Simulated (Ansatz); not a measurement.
# Random alloy of the bcc Mo-W line, x = 0.8704 (54 atoms): relaxation and levels of theory

After relaxation, how do forces and pressure change with k-mesh and functional?

Calculated with Ansatz 0.2.0: Kohn-Sham DFT, PBE, PAW (set soft_2), plane waves; cutoff 420 eV, k-mesh 2×2×2, fermi-dirac smearing of 0.1 eV.

**The cell**

The cell holds 54 atoms: 47 W and 7 Mo. Its edges and angles: a = 9.546 Å, b = 9.546 Å, c = 9.546 Å, α = 90.0°, β = 90.0°, γ = 90.0°. It derives from Mo (bcc Mo-W) and W, repeated 3×3×3. Bcc Mo-W: 54 atoms, 47 of 54 Mo sites given to W at random, cell and internal coordinates interpolated linearly between the end members (Vegard's rule); not relaxed, displaced by a Gaussian of 0.02 Å. Lattice constants are starting values near those of PBE.

Cell and atoms were relaxed with PBE. The walk converged after 4 steps by the program's count, with a largest force component of 0.00112 eV/Å; it began at an r.m.s. force component of 0.34 eV/Å. The edges went from 9.546, 9.546, 9.546 to 9.540, 9.540, 9.541 Å, and the volume from 16.107 to 16.080 Å³ an atom (-0.2 %).

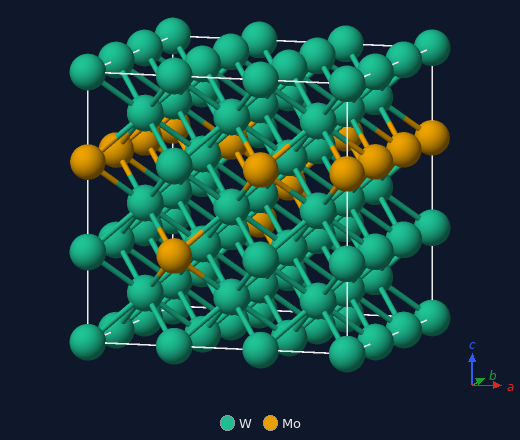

The relaxed cell. Some periodic images of atoms are drawn too.

The input of the reference single point:

```yaml
crystal:
  lattice:
    - [9.53958, 0.00069, -3.0e-05]
    - [0.00069, 9.5399, 2.0e-05]
    - [-3.0e-05, 2.0e-05, 9.54116]
  atoms:
    - { symbol: W, position: [0.0001, 0.00014, 0.99981] }
    - { symbol: W, position: [0.16689, 0.16668, 0.16687] }
    - { symbol: W, position: [0.0001, 0.00016, 0.33367] }
    - { symbol: W, position: [0.16668, 0.16668, 0.50017] }
    [... 48 atom lines left out ...]
    - { symbol: W, position: [0.6667, 0.6671, 0.66655] }
    - { symbol: W, position: [0.83345, 0.83369, 0.83296] }
kpoints:
  mp_grid: { grid: [2, 2, 2] }
hamiltonian:
  xc: pbe
scf:
  occupations: { method: fermi_dirac, width: 0.1 }
output:
  forces: true
  stress: true
  populations: true
  dos:
    method: { smearing: { sigma: 0.08 } }
    de: 0.05
    projected: { site_lists: { Mo: [Mo], W: [W] } }
  eigenvalues: true
  write_density: true
  write_potential: true
  volumetric_format: npy
```

**Levels of theory**

Single points at the relaxed geometry:

```
functional  k-mesh  pressure (GPa)  r.m.s. force component (eV/Å)  SCF cycles   time
       PBE   2×2×2            0.00                          0.001           7  7.6 s
       PBE   3×3×3            0.35                          0.005           7  9.3 s
    r2SCAN   2×2×2           -4.28                          0.012          10  6.3 s
    PBEsol   2×2×2           -8.44                          0.006           7    5 s
```

Cutoffs: 420 eV for PBE and PBEsol; 500 eV for r2SCAN.

**Findings**

Every run has partly filled levels at the Fermi energy, as in a metal. Against the reference the pressure changes with r2SCAN by -4.3 GPa and PBEsol by -8.4 GPa; a negative change means a smaller volume than PBE would take. The denser mesh moves the energy by +20.5 meV/atom and the pressure by +0.35 GPa, so the reference mesh, on which the relaxation ran, isn't converged.

Limits: All single points share the geometry relaxed with PBE. One random arrangement of the atoms on their sites. Spin–orbit coupling is left out, which matters for the levels of the heavy elements.

[Logs are printed without paths, hosts, clocks, repeated set-up lines and the standing remarks that a program may print on its own settings, such as how far it seeks lower states.]

[Hosts, paths, dates, database ids (printed as entryN), source tags and the programs' standing remarks are cut or masked in the printed files.]
